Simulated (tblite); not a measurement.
**Run report: C₆H₁₁BSi, geometry relaxation (part 1 of 4)**

- system: C₆H₁₁BSi
- method: GFN2-xTB geometry optimisation, gas phase (tblite 0.8.0)

It belongs to a series of runs on one base structure; here: H on B replaced by cBu.

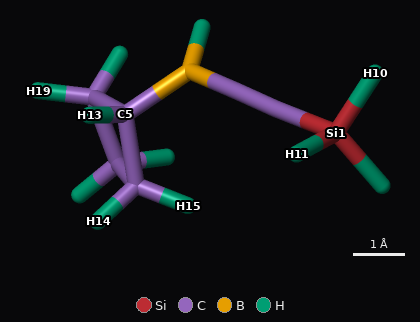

*The input geometry (stick view, seen at a tilt; atoms are numbered from 1 in the order of the input).*

Bond lengths as drawn: B–C 1.54 to 1.57 Å, B–H 1.19 Å, C–C 1.20 to 1.52 Å, C–H 1.10 to 1.13 Å, C–Si 1.84 Å and H–Si 1.46 to 1.48 Å.

**Input file**
```
{"job": {"kind": "relax", "xc": "GFN2-xTB", "basis": "xTB"}, "charge": 0, "multiplicity": 1}
Si     4.350500     0.128500    -0.137900
C      2.595700    -0.141000     0.363600
C      1.466600    -0.322300     0.729800
B      0.008400    -0.526200     1.190900
C     -1.121200    -0.695000     0.111500
C     -1.378600     0.478100    -0.789600
C     -2.625400     0.796200     0.027200
C     -2.492600    -0.540300     0.714500
H      4.588500     1.530000    -0.487600
H      5.263400    -0.287900     0.952400
H      4.616200    -0.770900    -1.259000
H     -0.339000    -0.408900     2.324900
H     -0.992400    -1.607100    -0.520600
H     -1.704200     0.206400    -1.808900
H     -0.636800     1.294000    -0.782400
H     -3.551700     0.945400    -0.566100
H     -2.370300     1.646600     0.723000
H     -2.447000    -0.409300     1.824400
H     -3.239900    -1.307200     0.412700
```

The first line tells a small driver script what to run in tblite; the rest is the geometry in Å.

Run on 1 CPU thread, shared host.

Launch command:
```bash
OMP_NUM_THREADS=1 python <driver script> task.json out
```

**The program's output**
```
step      E/eV     max force
  0    -579.94281    2.563
  1    -580.05631    3.936
  2    -580.14275    1.454
  3    -580.19239    0.497
  4    -580.22817    0.384
  5    -580.27063    0.548
  6    -580.28678    0.373
  7    -580.29646    0.240
  8    -580.30243    0.220
  9    -580.30932    0.234
 10    -580.31569    0.180
 11    -580.32175    0.188
 12    -580.32683    0.174
 13    -580.33082    0.167
 14    -580.33375    0.149
 15    -580.33607    0.135
 16    -580.33809    0.098
 17    -580.33982    0.104
 18    -580.34111    0.078
 19    -580.34205    0.066
 20    -580.34286    0.085
 21    -580.34366    0.090
 22    -580.34443    0.073
 23    -580.34501    0.058
 24    -580.34541    0.051
 25    -580.34572    0.044
 26    -580.34598    0.034
 27    -580.34618    0.032
 28    -580.34632    0.025
 29    -580.34645    0.027
 30    -580.34661    0.035
 31    -580.34683    0.038
 32    -580.34707    0.041
 33    -580.34728    0.033
 34    -580.34746    0.036
 35    -580.34763    0.040
 36    -580.34785    0.035
 37    -580.34808    0.035
 38    -580.34827    0.028
 39    -580.34840    0.025
 40    -580.34853    0.028
 41    -580.34871    0.032
 42    -580.34895    0.041
 43    -580.34918    0.035
 44    -580.34937    0.028
 45    -580.34957    0.033
 46    -580.34985    0.051
 47    -580.35025    0.059
 48    -580.35070    0.053
 49    -580.35105    0.043
 50    -580.35131    0.038
 51    -580.35159    0.037
 52    -580.35199    0.063
 53    -580.35250    0.076
 54    -580.35303    0.065
 55    -580.35352    0.052
 56    -580.35396    0.049
 57    -580.35432    0.038
 58    -580.35461    0.037
 59    -580.35486    0.040
 60    -580.35508    0.044
 61    -580.35529    0.034
 62    -580.35548    0.031
 63    -580.35564    0.028
 64    -580.35577    0.029
 65    -580.35588    0.024
 66    -580.35597    0.023
 67    -580.35606    0.022
 68    -580.35616    0.029
 69    -580.35629    0.034
 70    -580.35645    0.036
 71    -580.35662    0.033
 72    -580.35678    0.032
 73    -580.35693    0.027
 74    -580.35707    0.027
 75    -580.35720    0.026
 76    -580.35734    0.029
 77    -580.35750    0.030
 78    -580.35767    0.031
 79    -580.35783    0.029
 80    -580.35792    0.021
 81    -580.35797    0.015
 82    -580.35801    0.015
 83    -580.35805    0.012
 84    -580.35810    0.017
 85    -580.35816    0.020
 86    -580.35823    0.022
 87    -580.35833    0.027
 88    -580.35843    0.022
 89    -580.35853    0.025
 90    -580.35863    0.026
 91    -580.35874    0.032
 92    -580.35887    0.029
 93    -580.35902    0.033
 94    -580.35919    0.032
 95    -580.35937    0.032
 96    -580.35952    0.024
 97    -580.35963    0.023
 98    -580.35974    0.029
 99    -580.35993    0.033
100    -580.36021    0.043
101    -580.36051    0.039
102    -580.36066    0.026
103    -580.36074    0.024
104    -580.36082    0.021
105    -580.36094    0.022
106    -580.36105    0.032
107    -580.36115    0.075
108    -580.36125    0.026
109    -580.36133    0.027
110    -580.36144    0.031
111    -580.36165    0.029
112    -580.36201    0.040
113    -580.36241    0.045
114    -580.36269    0.070
115    -580.36267    0.073
116    -580.36330    0.044
117    -580.36361    0.035
118    -580.36434    0.051
119    -580.36493    0.048
120    -580.36552    0.092
121    -580.36649    0.072
122    -580.36716    0.083
123    -580.36759    0.067
124    -580.36824    0.057
125    -580.36888    0.056
126    -580.36966    0.055
127    -580.37019    0.057
128    -580.37066    0.061
129    -580.37154    0.088
130    -580.37231    0.093
131    -580.37313    0.101
132    -580.37376    0.060
133    -580.37397    0.071
134    -580.37435    0.046
135    -580.37469    0.030
136    -580.37506    0.030
137    -580.37535    0.033
138    -580.37555    0.041
139    -580.37569    0.027
140    -580.37580    0.024
141    -580.37587    0.020
142    -580.37590    0.019
143    -580.37592    0.013
144    -580.37594    0.014
145    -580.37597    0.014
146    -580.37601    0.014
147    -580.37603    0.014
148    -580.37606    0.015
149    -580.37608    0.009
```

**Trajectory as extended XYZ (Å, eV, eV/Å), 43 of the 150 frames kept, from step=0 to step=149**
```
19
Properties=species:S:1:pos:R:3:forces:R:3 step=0 energy=-579.94281
Si    4.3505    0.1285   -0.1379    0.3520  -0.2270   0.1650
C     2.5957   -0.1410    0.3636    1.3240   0.2850  -0.3550
C     1.4666   -0.3223    0.7298   -2.3570  -0.3900   0.9270
B     0.0084   -0.5262    1.1909    1.0860   0.3810  -0.2450
C    -1.1212   -0.6950    0.1115    1.0500  -1.8840  -0.1220
C    -1.3786    0.4781   -0.7896   -0.3550   1.4530  -1.1670
C    -2.6254    0.7962    0.0272   -0.3160   1.3890   0.0520
C    -2.4926   -0.5403    0.7145   -1.1470  -0.5380   1.3600
H     4.5885    1.5300   -0.4876   -0.0880  -0.0030   0.0030
H     5.2634   -0.2879    0.9524   -0.2200   0.1390  -0.0840
H     4.6162   -0.7709   -1.2590   -0.0170   0.0130  -0.1660
H    -0.3390   -0.4089    2.3249    0.5190  -0.1400  -0.3420
H    -0.9924   -1.6071   -0.5206    0.0620   0.2750   0.6140
H    -1.7042    0.2064   -1.8089    0.6910   0.1160   0.2450
H    -0.6368    1.2940   -0.7824   -0.1440  -0.4570  -0.3760
H    -3.5517    0.9454   -0.5661    0.5270   0.2910   0.5880
H    -2.3703    1.6466    0.7230   -0.8690  -0.6820  -0.6670
H    -2.4470   -0.4093    1.8244   -0.5060  -0.5670  -0.7780
H    -3.2399   -1.3072    0.4127    0.4100   0.5440   0.3470
19
Properties=species:S:1:pos:R:3:forces:R:3 step=4 energy=-580.22817
Si    4.3592    0.1178   -0.1335   -0.0120  -0.0540  -0.0420
C     2.5953   -0.1369    0.3696   -0.0790   0.0110   0.1110
C     1.4516   -0.3249    0.7460    0.2870   0.0560  -0.0340
B     0.0320   -0.5120    1.1814   -0.0180   0.0620  -0.1540
C    -1.1105   -0.7191    0.1130    0.1340  -0.1610  -0.1100
C    -1.3936    0.5017   -0.8004    0.1780   0.0350  -0.2190
C    -2.6288    0.8115    0.0297   -0.0980   0.1810   0.0060
C    -2.5061   -0.5377    0.7295   -0.1470  -0.1700   0.2170
H     4.5823    1.5268   -0.4866   -0.0830  -0.0910   0.0240
H     5.2551   -0.2815    0.9544   -0.0390   0.0390   0.0900
H     4.6155   -0.7699   -1.2700   -0.0150   0.0300  -0.0900
H    -0.3035   -0.4159    2.3061    0.3450  -0.0530  -0.0240
H    -0.9864   -1.6195   -0.5025    0.0260   0.0080   0.2880
H    -1.6688    0.2116   -1.8144    0.2880   0.0470  -0.0290
H    -0.6331    1.2826   -0.8071    0.0070  -0.0980  -0.1850
H    -3.5392    0.9690   -0.5406   -0.0940   0.2060   0.0970
H    -2.4173    1.6362    0.7062   -0.3630   0.0970   0.0270
H    -2.4786   -0.4413    1.8138   -0.2810  -0.2610  -0.0080
H    -3.2350   -1.2894    0.4280   -0.0350   0.1150   0.0350
19
Properties=species:S:1:pos:R:3:forces:R:3 step=7 energy=-580.29646
Si    4.3609    0.1054   -0.1362    0.1230  -0.0080  -0.0270
C     2.6068   -0.1307    0.3804    0.0970  -0.0100   0.0190
C     1.4655   -0.3206    0.7513    0.0030   0.0400  -0.1590
B     0.0411   -0.4990    1.1612    0.0640  -0.0160   0.0680
C    -1.1104   -0.7197    0.1121   -0.0560   0.0510   0.0930
C    -1.3886    0.5011   -0.8071   -0.0200   0.0050   0.0090
C    -2.6329    0.8171    0.0299   -0.0360   0.0720  -0.0160
C    -2.5107   -0.5382    0.7353   -0.1000   0.0000  -0.0360
H     4.5683    1.5143   -0.4834   -0.0440  -0.0100  -0.0080
H     5.2464   -0.2738    0.9675   -0.0100  -0.0010   0.0400
H     4.6132   -0.7656   -1.2872   -0.0060   0.0120  -0.0360
H    -0.2417   -0.4260    2.2952    0.1100  -0.0230   0.1120
H    -0.9793   -1.6385   -0.4672   -0.0210   0.0100   0.1040
H    -1.6203    0.2170   -1.8307   -0.0490  -0.0590  -0.0350
H    -0.6226    1.2726   -0.8406    0.0550   0.0180   0.0840
H    -3.5501    1.0050   -0.5209   -0.0800  -0.0890  -0.1060
H    -2.4809    1.6518    0.7087    0.0710   0.0590   0.0710
H    -2.5277   -0.4876    1.8216   -0.0070   0.0030   0.0380
H    -3.2468   -1.2753    0.4331   -0.0930  -0.0550  -0.2140
19
Properties=species:S:1:pos:R:3:forces:R:3 step=11 energy=-580.32175
Si    4.3838    0.0982   -0.1414   -0.0630   0.0010   0.0230
C     2.6309   -0.1323    0.3884   -0.0570  -0.0340  -0.0270
C     1.4731   -0.3092    0.7155   -0.0260   0.0080  -0.0100
B     0.0559   -0.4960    1.1673   -0.0280   0.0440  -0.0220
C    -1.1213   -0.7087    0.1326    0.0190   0.0150   0.0290
C    -1.3918    0.5032   -0.8058   -0.0230  -0.0190   0.0870
C    -2.6449    0.8301    0.0276   -0.0010  -0.0920  -0.0020
C    -2.5355   -0.5358    0.7309    0.0450   0.0370  -0.0260
H     4.5541    1.5102   -0.4855    0.0240   0.0350  -0.0230
H     5.2442   -0.2721    0.9829    0.0570  -0.0180   0.0010
H     4.6130   -0.7623   -1.3038    0.0460  -0.0060  -0.0130
H    -0.1891   -0.4366    2.3157    0.0970  -0.0400  -0.0200
H    -0.9823   -1.6401   -0.4269   -0.0150   0.0470   0.0480
H    -1.6134    0.2077   -1.8348   -0.0330   0.0190   0.1670
H    -0.6123    1.2679   -0.8325   -0.0990  -0.0510   0.0500
H    -3.5653    0.9991   -0.5345    0.1030   0.0120   0.0250
H    -2.4899    1.6642    0.7174   -0.0120  -0.1080  -0.1390
H    -2.5537   -0.5048    1.8224   -0.1360   0.0100  -0.1300
H    -3.2654   -1.2736    0.3872    0.1030   0.1390  -0.0190
19
Properties=species:S:1:pos:R:3:forces:R:3 step=14 energy=-580.33375
Si    4.3898    0.0946   -0.1414   -0.0210   0.0210  -0.0100
C     2.6373   -0.1375    0.3881   -0.0950  -0.0250  -0.0510
C     1.4720   -0.3021    0.6951    0.0280   0.0070   0.0300
B     0.0620   -0.4887    1.1694   -0.0150   0.0150  -0.0070
C    -1.1248   -0.7005    0.1493    0.0620  -0.0650  -0.0050
C    -1.3962    0.5016   -0.7940    0.0830  -0.0270  -0.0310
C    -2.6506    0.8270    0.0253    0.0250   0.0460  -0.0270
C    -2.5435   -0.5303    0.7249    0.0160  -0.0700   0.0650
H     4.5496    1.5115   -0.4893    0.0280  -0.0390   0.0050
H     5.2496   -0.2731    0.9895    0.0180   0.0010  -0.0720
H     4.6192   -0.7606   -1.3132    0.0430   0.0300   0.0630
H    -0.1476   -0.4479    2.3244    0.0330  -0.0280  -0.0010
H    -0.9853   -1.6366   -0.3999    0.0210   0.0090  -0.0030
H    -1.6150    0.2034   -1.8181   -0.0330  -0.0340   0.0130
H    -0.6178    1.2615   -0.8207   -0.0200   0.0690   0.0320
H    -3.5623    0.9972   -0.5408   -0.0430   0.0320  -0.0580
H    -2.4957    1.6596    0.7066   -0.0080   0.0580   0.0250
H    -2.5863   -0.5122    1.8102   -0.1250   0.0330   0.0750
H    -3.2641   -1.2577    0.3574    0.0030  -0.0360  -0.0440
19
Properties=species:S:1:pos:R:3:forces:R:3 step=18 energy=-580.34111
Si    4.3885    0.0948   -0.1417    0.0000   0.0010  -0.0090
C     2.6336   -0.1439    0.3739    0.0350   0.0180  -0.0590
C     1.4699   -0.2963    0.6881   -0.0170  -0.0010   0.0180
B     0.0660   -0.4830    1.1736    0.0040  -0.0460   0.0410
C    -1.1227   -0.7007    0.1632   -0.0560   0.0380   0.0210
C    -1.3907    0.4978   -0.7871   -0.0530   0.0300   0.0210
C    -2.6517    0.8288    0.0219   -0.0180  -0.0090   0.0270
C    -2.5496   -0.5316    0.7271   -0.0500   0.0490  -0.0350
H     4.5524    1.5074   -0.4913    0.0190   0.0260   0.0020
H     5.2570   -0.2737    0.9798    0.0130  -0.0030  -0.0210
H     4.6330   -0.7550   -1.3092    0.0380  -0.0200  -0.0070
H    -0.1139   -0.4612    2.3316   -0.0400  -0.0090   0.0490
H    -0.9817   -1.6371   -0.3838    0.0210  -0.0060   0.0010
H    -1.6194    0.1929   -1.8065    0.0560  -0.0110  -0.0140
H    -0.6235    1.2698   -0.8081    0.0060  -0.0100  -0.0300
H    -3.5619    1.0009   -0.5534    0.0550  -0.0020   0.0110
H    -2.5017    1.6658    0.7019   -0.0090  -0.0020  -0.0010
H    -2.6328   -0.5120    1.8130   -0.0180  -0.0050  -0.0380
H    -3.2607   -1.2544    0.3298    0.0170  -0.0370   0.0230
19
Properties=species:S:1:pos:R:3:forces:R:3 step=21 energy=-580.34366
Si    4.3885    0.0961   -0.1441    0.0170   0.0100  -0.0360
C     2.6310   -0.1441    0.3608   -0.0640   0.0090  -0.0020
C     1.4698   -0.2947    0.6888    0.0250  -0.0130   0.0040
B     0.0669   -0.4876    1.1810   -0.0220  -0.0010   0.0090
C    -1.1268   -0.6980    0.1699    0.0440   0.0010   0.0060
C    -1.3930    0.4999   -0.7837    0.0400  -0.0200  -0.0040
C    -2.6538    0.8305    0.0232   -0.0020   0.0150  -0.0300
C    -2.5577   -0.5287    0.7255    0.0250  -0.0460   0.0080
H     4.5569    1.5090   -0.4915    0.0090   0.0190   0.0010
H     5.2615   -0.2743    0.9719    0.0070  -0.0030   0.0120
H     4.6438   -0.7558   -1.3072    0.0260  -0.0210  -0.0260
H    -0.1107   -0.4672    2.3407   -0.0300  -0.0210   0.0140
H    -0.9777   -1.6361   -0.3789   -0.0220   0.0710   0.0510
H    -1.6140    0.1875   -1.8043    0.0330   0.0210   0.0360
H    -0.6251    1.2725   -0.8076   -0.0130  -0.0330  -0.0160
H    -3.5566    1.0025   -0.5580   -0.0450   0.0280  -0.0190
H    -2.5041    1.6687    0.7018   -0.0140  -0.0160   0.0090
H    -2.6511   -0.5111    1.8106    0.0020  -0.0060  -0.0290
H    -3.2577   -1.2600    0.3239   -0.0160   0.0080   0.0110
19
Properties=species:S:1:pos:R:3:forces:R:3 step=25 energy=-580.34572
Si    4.3896    0.0972   -0.1514   -0.0210  -0.0090  -0.0040
C     2.6257   -0.1419    0.3472    0.0290   0.0070  -0.0060
C     1.4694   -0.2961    0.6911   -0.0060  -0.0090   0.0180
B     0.0672   -0.4897    1.1907    0.0150   0.0210   0.0130
C    -1.1259   -0.6923    0.1799   -0.0130   0.0130   0.0080
C    -1.3903    0.4994   -0.7792   -0.0040   0.0180   0.0020
C    -2.6569    0.8317    0.0194   -0.0060  -0.0180  -0.0070
C    -2.5620   -0.5296    0.7230   -0.0100   0.0270  -0.0070
H     4.5620    1.5129   -0.4917    0.0000  -0.0130  -0.0030
H     5.2647   -0.2747    0.9661   -0.0350   0.0090  -0.0130
H     4.6581   -0.7591   -1.3106    0.0020   0.0100  -0.0060
H    -0.1103   -0.4777    2.3508   -0.0130  -0.0210   0.0070
H    -0.9768   -1.6281   -0.3662    0.0120  -0.0280  -0.0030
H    -1.6039    0.1842   -1.7987   -0.0030  -0.0180  -0.0110
H    -0.6251    1.2718   -0.8087    0.0320   0.0230   0.0200
H    -3.5587    1.0088   -0.5649    0.0060  -0.0020   0.0000
H    -2.5101    1.6676    0.7025   -0.0070  -0.0280  -0.0100
H    -2.6684   -0.5122    1.8057    0.0170   0.0060   0.0150
H    -3.2582   -1.2630    0.3178    0.0050   0.0110  -0.0130
19
Properties=species:S:1:pos:R:3:forces:R:3 step=28 energy=-580.34632
Si    4.3876    0.0969   -0.1550   -0.0020   0.0010  -0.0110
C     2.6245   -0.1404    0.3438   -0.0130  -0.0080   0.0090
C     1.4704   -0.2978    0.6945    0.0080   0.0120   0.0130
B     0.0680   -0.4876    1.1951   -0.0170  -0.0110  -0.0050
C    -1.1253   -0.6900    0.1828   -0.0010  -0.0040  -0.0170
C    -1.3884    0.5009   -0.7786   -0.0030   0.0010  -0.0040
C    -2.6581    0.8307    0.0165    0.0070   0.0100   0.0060
C    -2.5632   -0.5284    0.7223    0.0040  -0.0010   0.0010
H     4.5636    1.5125   -0.4923   -0.0050  -0.0070  -0.0100
H     5.2606   -0.2738    0.9632   -0.0220   0.0000   0.0060
H     4.6623   -0.7590   -1.3126   -0.0060   0.0080  -0.0110
H    -0.1143   -0.4835    2.3543    0.0030  -0.0100   0.0100
H    -0.9756   -1.6273   -0.3626    0.0150   0.0010   0.0120
H    -1.6012    0.1819   -1.7979    0.0170   0.0040   0.0060
H    -0.6215    1.2738   -0.8064   -0.0160  -0.0080   0.0110
H    -3.5600    1.0103   -0.5675    0.0190  -0.0160  -0.0030
H    -2.5121    1.6635    0.7020   -0.0040   0.0130   0.0000
H    -2.6690   -0.5111    1.8059    0.0010   0.0100  -0.0140
H    -3.2581   -1.2624    0.3153    0.0130   0.0050   0.0010
```
